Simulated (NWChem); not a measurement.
**InH2F (SMILES [F][InH2]) at SVWN5/6-31G(d)/LANL2DZ (density fitting with weigend coulomb fitting, core potential, Cartesian functions)**

What is the vertical singlet–triplet gap of InH2F at SVWN5/6-31G*/LANL2DZ (density fitting with weigend coulomb fitting, core potential, Cartesian functions)? 

Program for the calculation: NWChem 7.3.0.

4 further runs of the same task are left out: 3 that didn't finish, 1 set aside as unsound or not needed.

### 1 Starting point

InH2F: 4 atoms, total charge 0, spin state singlet. As SMILES, `[F][InH2]`. The coordinates come from a PBE0-D4/def2-TZVP relaxation.

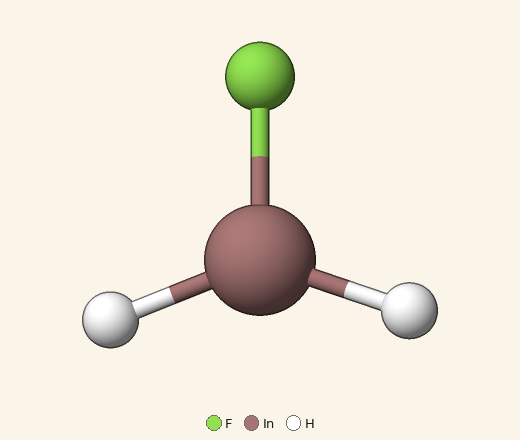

Viewed from a chosen angle; fluorine green, indium brown, hydrogen white.

### 2 Energy and one-electron properties at SVWN5/6-31G(d)/LANL2DZ (density fitting with weigend coulomb fitting, core potential, Cartesian functions)

The input, fh2in.nw:

```
start fh2in
title "FH2In SVWN5"
memory 2200 mb
geometry noautosym nocenter noautoz
   F       -1.631800      -0.629400       0.188600
   In       0.194400       0.052300      -0.026300
   H        1.304300      -0.965100       0.767900
   H        0.188600       1.481900      -0.950400
end
basis cartesian
   * library 6-31G* except In
   In library "lanl2dz ecp"
end
ecp
   In library "lanl2dz ecp"
end
basis "cd basis" spherical
   * library "weigend coulomb fitting"
end
dft
   xc slater vwn_5
   grid xfine
   convergence energy 1e-07
   direct
   maxiter 150
   mulliken
end
property
   electrondensity
   efield
   esp
   quadrupole
end
task dft property
```

On the command line:

```sh
$ nwchem fh2in.nw > fh2in.out
```

Output:

```text
[...]
          Wavefunction type:  closed shell.
          No. of atoms     :     4
          No. of electrons :    14
[...]
          Charge           :     0
          Spin multiplicity:     1
[...]
          AO basis - number of functions:    27
[...]
              XC Information
              --------------
                        Slater Exchange Functional  1.000 local
                      VWN V Correlation Functional  1.000 local
[...]
 d= 0,ls=0.0,diis     1   -102.1497646155 -1.15D+02  1.11D-01  8.49D-01     0.6
[...]
 d= 0,ls=0.0,diis     9   -102.2367855483 -5.68D-08  3.08D-06  4.59D-09     2.5
         Total DFT energy =     -102.236785548267
      One electron energy =     -168.885091012983
           Coulomb energy =       65.306063093585
    Exchange-Corr. energy =      -11.137350285945
 Nuclear repulsion energy =       12.479592657077
[...]
      Total Density - Mulliken Population Analysis
     ---------------------------------------------
    Atom       Charge   Shell Charges
 -----------   ------   -------------------------------------------------------
    1 F    9     9.49   1.99  0.92  3.27  1.03  2.25  0.04
    2 In   3     2.28   0.28  0.87  0.94  0.20
    3 H    1     1.11   0.45  0.66
    4 H    1     1.11   0.45  0.66
[...]
```

It took 3.3 s on 1 thread of Intel Xeon Platinum 8259CL at 2.50GHz (Skylake/Cascade Lake), shared host; peak memory 0.13 GiB.

Atomic charges (e):

| atom | Mulliken | Löwdin |
| --- | --- | --- |
| F1 | -0.490 | -0.470 |
| In2 | +0.720 | +0.660 |
| H3 | -0.110 | -0.100 |
| H4 | -0.110 | -0.100 |

### 3 The triplet

The input, nw.nw:

```
START nw
TITLE "FH2In"
memory stack 880 mb heap 220 mb global 1100 mb
GEOMETRY noautosym nocenter
 zmatrix
   F
   In 1 1.961097
   H 2 1.702273 1 110.38202
   H 2 1.702278 3 139.23802 1 179.99743
 end
END
BASIS cartesian
 * library 6-31G* except In
 In library "lanl2dz ecp"
END
ECP
 In library "lanl2dz ecp"
END
BASIS "cd basis" spherical
 * library "weigend coulomb fitting"
END
DFT
 xc slater vwn_5
 mult 3
 grid xfine
 convergence energy 1e-07
 direct
 maxiter 150
 mulliken
 print low
END
PROPERTY
 electrondensity
 efield
 esp
 quadrupole
END
TASK dft property
```

On the command line:

```sh
$ nwchem nw.nw > nw.out
```

Output:

```text
[...]
 d= 0,ls=0.0,diis     1   -101.9178954391 -1.14D+02  1.17D-01  2.45D-01     0.7
[...]
 d= 0,ls=0.5,diis    23   -102.0609330895 -4.69D-08  5.18D-06  6.46D-09     8.5
[...]
         Total DFT energy =     -102.060933109672
      One electron energy =     -167.944314819792
           Coulomb energy =       64.426382633499
    Exchange-Corr. energy =      -11.022596191902
 Nuclear repulsion energy =       12.479595268523
[...]
      Total Density - Mulliken Population Analysis
     ---------------------------------------------
    Atom       Charge   Shell Charges
 -----------   ------   -------------------------------------------------------
    1 F    9     9.32   1.99  0.94  3.24  0.99  2.11  0.05
    2 In   3     2.76   0.25  0.73  1.18  0.60
    3 H    1     0.96   0.42  0.54
    4 H    1     0.96   0.42  0.54
[...]
      <S2> =      2.0017 (Exact =     2.0000)
[...]
```

It took 9.6 s on 1 thread of Intel Xeon Platinum 8259CL at 2.50GHz (Skylake/Cascade Lake), shared host; peak memory 0.13 GiB.

Atomic charges (e):

| atom | Mulliken | Löwdin |
| --- | --- | --- |
| F1 | -0.320 | -0.280 |
| In2 | +0.240 | +0.170 |
| H3 | +0.040 | +0.060 |
| H4 | +0.040 | +0.060 |

### 4 Results

Level: SVWN5/6-31G*/LANL2DZ (density fitting with weigend coulomb fitting, core potential, Cartesian functions).

| quantity | value |
| --- | --- |
| singlet: total energy | -102.23679 Eh |
| singlet: dipole moment | 2.62 D |
| singlet: HOMO energy | -6.88 eV |
| singlet: LUMO energy | -2.45 eV |
| singlet: HOMO–LUMO gap | 4.43 eV |
| triplet: total energy | -102.06093 Eh |
| triplet: ⟨S²⟩ | 2.002 |
| vertical energy of the triplet above the singlet | 4.785 eV |

**Reading.** At this shape the triplet lies 4.79 eV (462 kJ/mol) above the singlet.
